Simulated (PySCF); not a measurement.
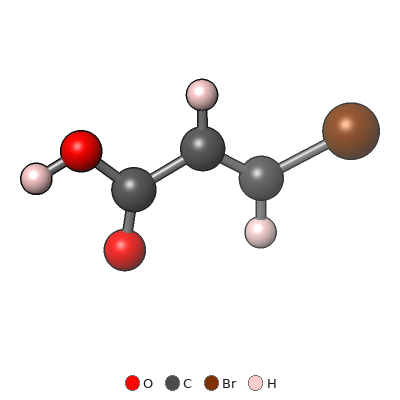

Structure of C₃H₃BrO₂, SMILES O=C(O)/C=C/Br.

Vertical TDDFT excitations, PBE0/def2-SVPD in PySCF, at a GFN2-xTB geometry (no frequency check), gas phase.

What does its absorption spectrum look like?

Answer. The lowest singlet lies at 4.75 eV (261 nm, f = 0.000); the brightest of the first 6 is S2 at 5.42 eV (229 nm), f = 0.375, mainly HOMO → LUMO (96 %). No singlet lies below 3.1 eV (beyond 400 nm), so at this level no vertical transition falls in the visible.


```
state  E (eV)  λ (nm)      f          main character
   S1    4.75     261  0.000    HOMO−1 → LUMO (92 %)
   S2    5.42     229  0.375      HOMO → LUMO (96 %)
   S3    5.52     224  0.000    HOMO−2 → LUMO (93 %)
   S4    6.11     203  0.001    HOMO → LUMO+1 (98 %)
   S5    6.75     184  0.014    HOMO−3 → LUMO (61 %)
   S6    6.83     181  0.011  HOMO−2 → LUMO+1 (37 %)
```

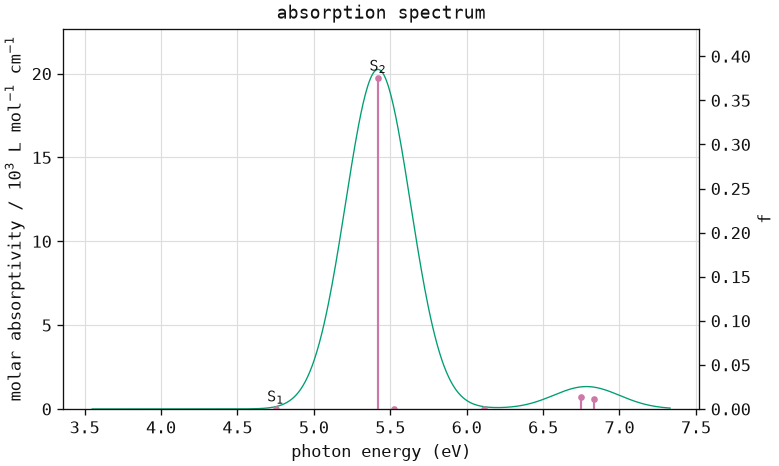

The lowest 6 singlet states are shown; each is broadened by a Gaussian of 1/e half-width 0.30 eV. Sticks give oscillator strengths (right axis).

Note: the tight-binding geometry is rougher than a DFT one and adds to the error; spin-orbit coupling is left out, and with Br it can shift these levels and split any degenerate set; one conformer of a flexible molecule; core orbitals are frozen in the response.
